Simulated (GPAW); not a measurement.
# The basis that the transmission of a carbon nanotube (4, 4); Cl on top of one C, which is raised by 0.35 Å needs, part 3 of 4

How well does a carbon nanotube (4, 4); Cl on top of one C, which is raised by 0.35 Å conduct at low bias, and how far do basis and functional move the answer?

GPAW 26.7.0; GPAW LCAO, PAW setups; Landauer transmission from Green's functions with principal layers (ASE), zero bias.

So far, conductance (G₀): step 2 (GPAW, szp, PBE, GPAW) 1.37; step 3 (basis sz(dzp), PBE, GPAW) 1.25; step 4 (RPBE) 1.38.

## Step 5: All levels side by side

Times are for 1 thread of Arm Neoverse V1, shared host. The series side by side:

```
no.       run  conductance (G₀)    time  memory (GiB)
  1       szp             1.371  77 min           4.3
  2        sz             1.248  11 min           2.8
  3  szp RPBE             1.375  78 min           4.3
```

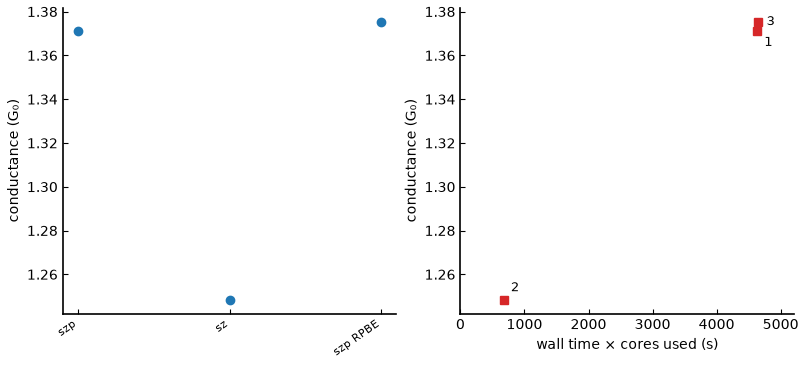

The series as plots; the last panel sets the first result against cost, with the runs numbered as in the table.

## Step 6: Comparison

The curves are compared point by point over the common energies.

This step: comparison of transmission and cost over codes and levels (GPAW 26.7.0).

Ladder, by row:

```
    step  code  T at the Fermi level (sum over the listed spins)  conductance (G0)  r.m.s. T(E) from the first  wall time (s)  peak memory (GiB)  threads
     szp  GPAW                                             2.744             1.371                           0           4636               4.31        1
      sz  GPAW                                             2.499             1.248                       2.111            680               2.81        1
szp-RPBE  GPAW                                             2.752             1.375                      0.3241           4650               4.31        1
```

Table of transmission, zone mean, sum over the listed spins by energy, zero at the Fermi level:

```
energy (eV)   szp    sz  szp-RPBE
    -2.0000  7.97  7.92      7.96
    -1.7500  4.53  2.28      1.99
    -1.5000  3.25  3.44      3.23
    -1.3500  3.41  3.37      3.33
    -1.2500  1.39  3.33      1.42
    -1.0000  2.42  3.27      2.45
    -0.7500  2.26  2.09      2.26
    -0.5000  2.01  2.03      2.01
    -0.2500  2.14  2.03      2.15
     0.0000  2.74  2.50      2.75
     0.2500  3.29  3.06      3.29
     0.5000  3.60  3.43      3.60
     0.7500  3.77  3.64      3.77
     1.0000  5.94  3.76      6.09
     1.2500  12.1  3.84      12.0
     1.5000  13.4  12.6      13.4
     1.5500  13.5  12.9      13.5
     1.6500  13.0  13.2      12.9
     1.7500  11.9  12.7      12.0
     2.0000  11.9  11.8      11.9
```

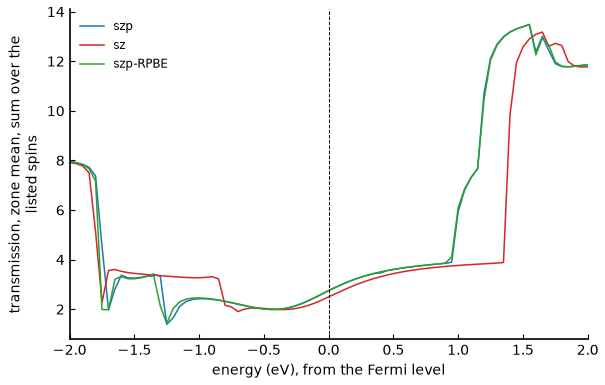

Transmission, zone mean, sum over the listed spins, plotted against energy.

## Step 7: Broadening 1e-05, smearing 0.025: eta = 1e-05 and width = 0.025

The broadening keeps the Green's functions finite; too large a value absorbs electrons where channels are open and leaks them where none are. Smearing helps the SCF of a metal converge, but it blurs occupations at band edges near the Fermi level.

This step: GPAW LCAO, PAW setups; Landauer transmission from Green's functions with principal layers (ASE), zero bias (GPAW 26.7.0).

The input, run.py:

```python
import json
import numpy as np
from ase import Atoms
from ase.transport.calculators import TransportCalculator
from gpaw import GPAW, FermiDirac
from gpaw.lcao.tools import get_lcao_hamiltonian
from scipy.linalg import eigh

# The junction with lead layers at both ends, along the third cell vector
device = Atoms(
    ['C', 'C', 'C', 'C', 'C', 'C', 'C', 'C', 'C', 'C', 'C', 'C', 'C', 'C', 'C', 'C', 'C', 'C', 'C', 'C', 'C', 'C', 'C', 'C', 'C', 'C', 'C', 'C', 'C', 'C', 'C', 'C', 'C', 'C', 'C', 'C', 'C', 'C', 'C', 'C', 'C', 'C', 'C', 'C', 'C', 'C', 'C', 'C', 'C', 'C', 'C', 'C', 'C', 'C', 'C', 'C', 'C', 'C', 'C', 'C', 'C', 'C', 'C', 'C', 'C', 'C', 'C', 'C', 'C', 'C', 'C', 'C', 'C', 'C', 'C', 'C', 'C', 'C', 'C', 'C', 'C', 'C', 'C', 'C', 'C', 'C', 'C', 'C', 'C', 'C', 'C', 'C', 'C', 'Cl', 'C', 'C', 'C', 'C', 'C', 'C', 'C', 'C', 'C', 'C', 'C', 'C', 'C', 'C', 'C', 'C', 'C', 'C', 'C', 'C', 'C', 'C', 'C', 'C', 'C', 'C', 'C', 'C', 'C', 'C', 'C', 'C', 'C', 'C', 'C', 'C', 'C', 'C', 'C', 'C', 'C', 'C', 'C', 'C', 'C', 'C', 'C', 'C', 'C', 'C', 'C', 'C', 'C', 'C', 'C', 'C', 'C', 'C', 'C', 'C', 'C', 'C', 'C', 'C', 'C', 'C', 'C', 'C', 'C', 'C', 'C', 'C', 'C', 'C', 'C', 'C', 'C', 'C', 'C', 'C', 'C', 'C', 'C', 'C', 'C', 'C', 'C', 'C', 'C', 'C', 'C', 'C', 'C', 'C', 'C', 'C', 'C', 'C', 'C'],
    positions=[
        [4.00000, 6.71200, 0.61488],
        [4.36334, 5.35600, 0.61488],
        [5.35600, 9.06066, 0.61488],
        [6.71200, 9.42400, 0.61488],
        [6.71200, 4.00000, 0.61488],
        [8.06800, 4.36334, 0.61488],
        [9.06066, 8.06800, 0.61488],
        [9.42400, 6.71200, 0.61488],
        [4.09241, 7.41392, 1.84463],
        [4.79433, 8.62967, 1.84463],
        [4.79433, 4.79433, 1.84463],
        [6.01008, 4.09241, 1.84463],
        [7.41392, 9.33159, 1.84463],
        [8.62967, 8.62967, 1.84463],
        [8.62967, 4.79433, 1.84463],
        [9.33159, 6.01008, 1.84463],
        [4.00000, 6.71200, 3.07439],
        [4.36334, 5.35600, 3.07439],
        [5.35600, 9.06066, 3.07439],
        [6.71200, 9.42400, 3.07439],
        [6.71200, 4.00000, 3.07439],
        [8.06800, 4.36334, 3.07439],
        [9.06066, 8.06800, 3.07439],
        [9.42400, 6.71200, 3.07439],
        [4.09241, 7.41392, 4.30415],
        [4.79433, 8.62967, 4.30415],
        [4.79433, 4.79433, 4.30415],
        [6.01008, 4.09241, 4.30415],
        [7.41392, 9.33159, 4.30415],
        [8.62967, 8.62967, 4.30415],
[... 157 atom lines left out ...]
        [4.79433, 4.79433, 28.89927],
        [6.01008, 4.09241, 28.89927],
        [7.41392, 9.33159, 28.89927],
        [8.62967, 8.62967, 28.89927],
        [8.62967, 4.79433, 28.89927],
        [9.33159, 6.01008, 28.89927]],
    cell=[[13.424, 0.0, 0.0], [0.0, 13.424, 0.0], [0.0, 0.0, 29.51415]],
    pbc=True,
    magmoms=[0.0, 0.0, 0.0, 0.0, 0.0, 0.0, 0.0, 0.0, 0.0, 0.0, 0.0, 0.0, 0.0, 0.0, 0.0, 0.0, 0.0, 0.0, 0.0, 0.0, 0.0, 0.0, 0.0, 0.0, 0.0, 0.0, 0.0, 0.0, 0.0, 0.0, 0.0, 0.0, 0.0, 0.0, 0.0, 0.0, 0.0, 0.0, 0.0, 0.0, 0.0, 0.0, 0.0, 0.0, 0.0, 0.0, 0.0, 0.0, 0.0, 0.0, 0.0, 0.0, 0.0, 0.0, 0.0, 0.0, 0.0, 0.0, 0.0, 0.0, 0.0, 0.0, 0.0, 0.0, 0.0, 0.0, 0.0, 0.0, 0.0, 0.0, 0.0, 0.0, 0.0, 0.0, 0.0, 0.0, 0.0, 0.0, 0.0, 0.0, 0.0, 0.0, 0.0, 0.0, 0.0, 0.0, 0.5, 0.0, 0.0, 0.0, 0.0, 0.0, 0.0, 0.0, 0.0, 0.0, 0.0, 0.0, 0.0, 0.0, 0.5, 0.0, 0.0, 0.0, 0.0, 0.0, 0.0, 0.0, 0.0, 0.0, 0.0, 0.0, 0.5, 0.0, 0.0, 0.0, 0.0, 0.0, 0.0, 0.0, 0.0, 0.0, 0.0, 0.0, 0.0, 0.0, 0.0, 0.0, 0.0, 0.0, 0.0, 0.0, 0.0, 0.0, 0.0, 0.0, 0.0, 0.0, 0.0, 0.0, 0.0, 0.0, 0.0, 0.0, 0.0, 0.0, 0.0, 0.0, 0.0, 0.0, 0.0, 0.0, 0.0, 0.0, 0.0, 0.0, 0.0, 0.0, 0.0, 0.0, 0.0, 0.0, 0.0, 0.0, 0.0, 0.0, 0.0, 0.0, 0.0, 0.0, 0.0, 0.0, 0.0, 0.0, 0.0, 0.0, 0.0, 0.0, 0.0, 0.0, 0.0, 0.0, 0.0, 0.0, 0.0, 0.0, 0.0, 0.0, 0.0, 0.0, 0.0, 0.0, 0.0])

# One principal layer of the lead: the first 48 atoms of the device
lead = Atoms(
    ['C', 'C', 'C', 'C', 'C', 'C', 'C', 'C', 'C', 'C', 'C', 'C', 'C', 'C', 'C', 'C', 'C', 'C', 'C', 'C', 'C', 'C', 'C', 'C', 'C', 'C', 'C', 'C', 'C', 'C', 'C', 'C', 'C', 'C', 'C', 'C', 'C', 'C', 'C', 'C', 'C', 'C', 'C', 'C', 'C', 'C', 'C', 'C'],
    positions=[
        [4.00000, 6.71200, 0.61488],
        [4.36334, 5.35600, 0.61488],
        [5.35600, 9.06066, 0.61488],
        [6.71200, 9.42400, 0.61488],
        [6.71200, 4.00000, 0.61488],
        [8.06800, 4.36334, 0.61488],
        [9.06066, 8.06800, 0.61488],
        [9.42400, 6.71200, 0.61488],
        [4.09241, 7.41392, 1.84463],
        [4.79433, 8.62967, 1.84463],
        [4.79433, 4.79433, 1.84463],
        [6.01008, 4.09241, 1.84463],
        [7.41392, 9.33159, 1.84463],
        [8.62967, 8.62967, 1.84463],
        [8.62967, 4.79433, 1.84463],
        [9.33159, 6.01008, 1.84463],
        [4.00000, 6.71200, 3.07439],
        [4.36334, 5.35600, 3.07439],
        [5.35600, 9.06066, 3.07439],
        [6.71200, 9.42400, 3.07439],
        [6.71200, 4.00000, 3.07439],
        [8.06800, 4.36334, 3.07439],
        [9.06066, 8.06800, 3.07439],
        [9.42400, 6.71200, 3.07439],
        [4.09241, 7.41392, 4.30415],
        [4.79433, 8.62967, 4.30415],
        [4.79433, 4.79433, 4.30415],
        [6.01008, 4.09241, 4.30415],
        [7.41392, 9.33159, 4.30415],
        [8.62967, 8.62967, 4.30415],
        [8.62967, 4.79433, 4.30415],
        [9.33159, 6.01008, 4.30415],
        [4.00000, 6.71200, 5.53390],
        [4.36334, 5.35600, 5.53390],
        [5.35600, 9.06066, 5.53390],
        [6.71200, 9.42400, 5.53390],
        [6.71200, 4.00000, 5.53390],
        [8.06800, 4.36334, 5.53390],
        [9.06066, 8.06800, 5.53390],
        [9.42400, 6.71200, 5.53390],
        [4.09241, 7.41392, 6.76366],
        [4.79433, 8.62967, 6.76366],
        [4.79433, 4.79433, 6.76366],
        [6.01008, 4.09241, 6.76366],
        [7.41392, 9.33159, 6.76366],
        [8.62967, 8.62967, 6.76366],
        [8.62967, 4.79433, 6.76366],
        [9.33159, 6.01008, 6.76366]],
    cell=[[13.424, 0.0, 0.0], [0.0, 13.424, 0.0], [0.0, 0.0, 7.37854]],
    pbc=True,
    magmoms=[0.0, 0.0, 0.0, 0.0, 0.0, 0.0, 0.0, 0.0, 0.0, 0.0, 0.0, 0.0, 0.0, 0.0, 0.0, 0.0, 0.0, 0.0, 0.0, 0.0, 0.0, 0.0, 0.0, 0.0, 0.0, 0.0, 0.0, 0.0, 0.0, 0.0, 0.0, 0.0, 0.0, 0.0, 0.0, 0.0, 0.0, 0.0, 0.0, 0.0, 0.0, 0.0, 0.0, 0.0, 0.0, 0.0, 0.0, 0.0])

settings = dict(mode='lcao', basis='szp(dzp)', xc='PBE', h=0.2,
                occupations=FermiDirac(0.025), maxiter=250,
                mixer=dict(beta=0.05, nmaxold=8, weight=100.0),
                convergence=dict(density=0.0001))
energies = np.arange(-2, 2 + 1e-9, 0.05)
eta = 1e-05
n1, n2 = 1, 1
# k and -k transmit alike, so half of the mesh across the current serves
mesh = [(i, j) for i in range(n1) for j in range(n2) if (i, j) <= (-i % n1, -j % n2)]
weights = np.array([1 if (i, j) == (-i % n1, -j % n2) else 2 for i, j in mesh]) / (n1 * n2)


def ground_state(atoms, size, txt):
    atoms.calc = GPAW(kpts={'size': size, 'gamma': True}, symmetry={'tolerance': 1e-3}, txt=txt, **settings)
    atoms.get_potential_energy()
    return atoms.calc.get_fermi_level()


def blocks(atoms, fermi, points, nz, cells):
    """H - E_F S and S between cell 0 and the cells above it, at each point across the current."""
    kz = np.arange(nz) / nz
    calc = atoms.calc.fixed_density(kpts=[(*k, z) for k in points for z in kz], symmetry='off', txt=None)
    H, S = get_lcao_hamiltonian(calc)
    H = (H - fermi * S).reshape(len(H), len(points), nz, *S.shape[1:])
    S = S.reshape(H.shape[1:])
    phases = [np.exp(-2j * np.pi * kz * R) / nz for R in cells]
    return [(np.einsum('skzij,z->ksij', H, p), np.einsum('kzij,z->kij', S, p)) for p in phases]


def pair(a, b):
    return np.block([[a, b], [b.T.conj(), a]])


def count_channels(h, s, cells, nk=240):
    """Half the number of times that the lead's bands cross each energy, unfolded to its shortest repeat."""
    b = len(h) // cells
    bands = []
    for k in (np.arange(nk + 1) + 0.5) / nk:
        hk, sk = h[:b, :b].copy(), s[:b, :b].copy()
        for R in range(1, cells):
            phase, block = np.exp(2j * np.pi * k * R), slice(R * b, (R + 1) * b)
            hk += h[:b, block] * phase + (h[:b, block] * phase).T.conj()
            sk += s[:b, block] * phase + (s[:b, block] * phase).T.conj()
        w, u = eigh(sk)
        x = u[:, w > 1e-5] / w[w > 1e-5]**0.5  # drop near-dependent combinations
        bands.append(np.r_[eigh(x.T.conj() @ hk @ x, eigvals_only=True), [1e9] * (w <= 1e-5).sum()])
    below = np.array(bands)[:, :, None] < energies
    return (below[1:] != below[:-1]).sum((0, 1)) / 2


fermi_lead = ground_state(lead, (1, 1, 15), 'lead.txt')
fermi_device = ground_state(device, (1, 1, 3), 'device.txt')
T, channels, eigen, tail, misfit, shifts = [], [], [], 0.0, 0.0, []
for first in range(0, len(mesh), 1):
    points = [(i / n1, j / n2) for i, j in mesh[first:first + 1]]
    (H0k, S0k), (H1k, S1k), (H2k, _) = blocks(lead, fermi_lead, points, 5, range(3))
    [(Hk, Sk)] = blocks(device, fermi_device, points, 2, [0])
    tail = max(tail, abs(H2k).max())
    for H0, S0, H1, S1, H, S in zip(H0k, S0k, H1k, S1k, Hk, Sk):
        n = len(S0)
        # Shift the lead onto the potential of the device's first layer
        shift = ((H[:, 0, 0] - H0[:, 0, 0]) / S0[0, 0]).real.mean()
        shifts.append(shift)
        misfit = max(misfit, abs(H[:, :n, :n] - H0 - shift * S0).max())
        Tk, Ck, Ek = [], [], []
        for s in range(len(H)):
            t = s % len(H0)  # a lead without moments serves both spins
            h1, s1 = pair(H0[t] + shift * S0, H1[t] + shift * S1), pair(S0, S1)
            leads = dict(h1=h1, s1=s1, energies=energies, eta=eta, eta1=eta, eta2=eta)
            calc = TransportCalculator(h=H[s], s=S, eigenchannels=3, **leads)
            Tk.append(calc.get_transmission())
            Ek.append(np.sort(calc.eigenchannels_ne, axis=0)[::-1])
            Ck.append(count_channels(h1, s1, 6))
        T.append(Tk)
        channels.append(Ck)
        eigen.append(Ek)
T, channels = np.array(T), np.array(channels)
mean, open_channels = np.einsum('kse,k->se', T, weights), np.einsum('kse,k->se', channels, weights)

print(f'basis functions: device {len(S)}, principal layer {n}')
print(f'Fermi level: lead {fermi_lead:.4f} eV, device {fermi_device:.4f} eV; lead shifted by {np.mean(shifts):.4f} eV')
print(f'largest coupling past the next layer {tail:.2e} eV, largest misfit of the first layer {misfit:.3f} eV')
print('  E-E_F (eV)   ' + 'T up        T down      channels up  channels down')
for e, t, c in zip(energies, mean.T, open_channels.T):
    print(f'{e:10.3f}  ', *[f'{x:11.4e}' for x in t], *[f'{x:9.4f}' for x in c])

kT = 8.617333e-5 * 200
fine = np.linspace(energies[0], energies[-1], 4001)
both = np.exp(np.interp(fine, energies, np.log(np.maximum(mean.sum(0) * 2 / len(mean), 1e-30))))
fermi = lambda mu: 1 / (1 + np.exp(np.clip((fine - mu) / kT, -200, 200)))
slope = fermi(0) * (1 - fermi(0)) / kT
G = np.trapezoid(both * slope, fine) / 2
seebeck = -np.trapezoid(both * slope * fine, fine) / (2 * G * 200) * 1e6
print(f'conductance at 200 K: {G:.5g} G0 a cell; thermopower {seebeck:.4g} uV/K')
bias = [0.1, 0.2, 0.5, 1.0, 1.5, 2.0]
current = [38.74 * np.trapezoid(both * (fermi(V / 2) - fermi(-V / 2)), fine) for V in bias]
for V, I in zip(bias, current):
    print(f'current from the zero-bias T(E) at {V} V: {I:.5g} uA')
zero = abs(energies).argmin()
json.dump(dict(energies=energies.tolist(), T=mean.tolist(), channels=open_channels.tolist(), G=G, seebeck=seebeck,
               bias=bias, current=current, tail=tail, misfit=misfit, shift=np.mean(shifts), n_device=len(S), n_lead=n,
               fermi=[fermi_lead, fermi_device], energy=device.get_potential_energy(),
               moments=device.get_magnetic_moments().tolist(), mesh=mesh, weights=weights.tolist(),
               T_k=T[:, :, zero].tolist(), eigen=np.array(eigen[0]).tolist()), open('result.json', 'w'))
```

Launch:

```bash
$ OMP_NUM_THREADS=1 OPENBLAS_NUM_THREADS=1 python run.py
```

What it wrote:

```text
basis functions: device 1737, principal layer 432
Fermi level: lead -2.5628 eV, device -2.5766 eV; lead shifted by 0.0171 eV
largest coupling past the next layer 5.13e-15 eV, largest misfit of the first layer 0.037 eV
  E-E_F (eV)   T up        T down      [channel counts left out]
    -2.000    3.9923e+00  3.9921e+00
    -1.950    3.9612e+00  3.9610e+00
    -1.900    3.9231e+00  3.9230e+00
    -1.850    3.8560e+00  3.8558e+00
    -1.800    3.6763e+00  3.6760e+00
    -1.750    2.6234e+00  2.6227e+00
    -1.700    9.9237e-01  9.9236e-01
    -1.650    1.1001e+00  1.1014e+00
    -1.600    1.7233e+00  1.7222e+00
    -1.550    1.6663e+00  1.6646e+00
    -1.500    1.6428e+00  1.6414e+00
    -1.450    1.6472e+00  1.6460e+00
    -1.400    1.6664e+00  1.6655e+00
    -1.350    1.6995e+00  1.6990e+00
    -1.300    1.7429e+00  1.7427e+00
    -1.250    1.6146e+00  1.6143e+00
[...]
1.650    6.4165e+00  6.4193e+00
     1.700    6.3302e+00  6.3298e+00
     1.750    5.9868e+00  5.9867e+00
     1.800    5.8954e+00  5.8959e+00
     1.850    5.8843e+00  5.8850e+00
     1.900    5.8950e+00  5.8956e+00
     1.950    5.9101e+00  5.9107e+00
     2.000    5.9269e+00  5.9275e+00
conductance at 200 K: 1.3298 G0 a cell; thermopower -4.852 uV/K
current from the zero-bias T(E) at 0.1 V: 10.302 uA
current from the zero-bias T(E) at 0.2 V: 20.6 uA
current from the zero-bias T(E) at 0.5 V: 51.495 uA
current from the zero-bias T(E) at 1.0 V: 104.24 uA
current from the zero-bias T(E) at 1.5 V: 160.81 uA
current from the zero-bias T(E) at 2.0 V: 222.97 uA
```

The job ended after 81 min (1 thread of Arm Neoverse V1, shared host; peak memory 4.3 GiB).

This step gave:

- conductance: 1.330 G₀
- thermopower: -4.852 μV/K
- largest coupling past the next principal layer: 5.13e-15 eV
- largest misfit of the first principal layer: 0.03684 eV
- shift that aligns the lead: 0.01708 eV
- transmission at the Fermi level, spin up: 1.330
- transmission at the Fermi level, spin down: 1.331

(Continued in part 4 of 4.)

[Logs are printed without paths, hosts, clocks, repeated set-up lines and the standing remarks that a program may print on its own settings, such as how far it seeks lower states.]

[Hosts, paths, dates, database ids (printed as entryN), source tags and the programs' standing remarks are cut or masked in the printed files.]
